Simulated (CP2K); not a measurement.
Band structure of SiC (P6_3mc, 4 atoms in the cell).

```yaml
crystal:
  lattice:
    - [3.07351, 0.00000, 0.00000]
    - [-1.53676, 2.66174, 0.00000]
    - [0.00000, 0.00000, 5.04525]
  atoms:
    - { symbol: Si, position: [0.33333, 0.66667, 0.49960] }
    - { symbol: Si, position: [0.66667, 0.33333, 0.99960] }
    - { symbol: C, position: [0.33333, 0.66667, 0.87540] }
    - { symbol: C, position: [0.66667, 0.33333, 0.37540] }
```

Method of the run: PBE, GPW, DZVP-MOLOPT-SR-GTH basis, GTH-PBE potentials (GTH_POTENTIALS) (CP2K).

Settings: CUTOFF = 400 Ry; REL_CUTOFF = 60 Ry; SMEAR/METHOD = FERMI_DIRAC; ELECTRONIC_TEMPERATURE = 232.09 K; KPOINTS/SCHEME = MONKHORST-PACK 6 6 4; GAMMA_CENTERED = T; XC_FUNCTIONAL = PBE; Si/BASIS_SET = DZVP-MOLOPT-SR-GTH-q4; Si/POTENTIAL = GTH-PBE-q4; C/BASIS_SET = DZVP-MOLOPT-SR-GTH-q4; C/POTENTIAL = GTH-PBE-q4; METHOD = GPW; EPS_DEFAULT = 1e-10; EXTRAPOLATION = USE_GUESS.

The starting cell comes from a database of computed structures (which also holds hypothetical and non-ambient phases and stackings), without a prior relaxation at this level. Values carry the incompleteness of an atom-centred basis.

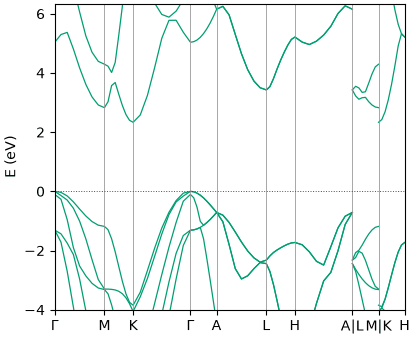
Bands along the path, energies from the top of the valence band on the SCF mesh.

Read off roughly the gap and where its edges lie.

The gap along the path is about 2.3 eV (computed: 2.33 eV), from Γ to K; the smallest direct gap on it is 4.01 eV.

Levels in eV from the top of the valence band on the SCF mesh, bands 5 to 9:
| point | 5 | 6 | 7 | 8 | 9 |
|---|---|---|---|---|---|
| Γ | -1.31 | -0.11 | 0.00 | 0.00 | 5.04 |
| M | -5.45 | -3.32 | -3.30 | -1.18 | 2.83 |
| K | -6.27 | -4.06 | -4.06 | -3.85 | 2.33 |
| A | -0.71 | -0.71 | -0.71 | -0.71 | 6.15 |
| L | -2.44 | -2.44 | -2.32 | -2.32 | 3.43 |
| H | -5.67 | -5.67 | -1.73 | -1.73 | 5.21 |

Higher empty bands are left out: an atom-centred basis made for the valence describes them poorly.
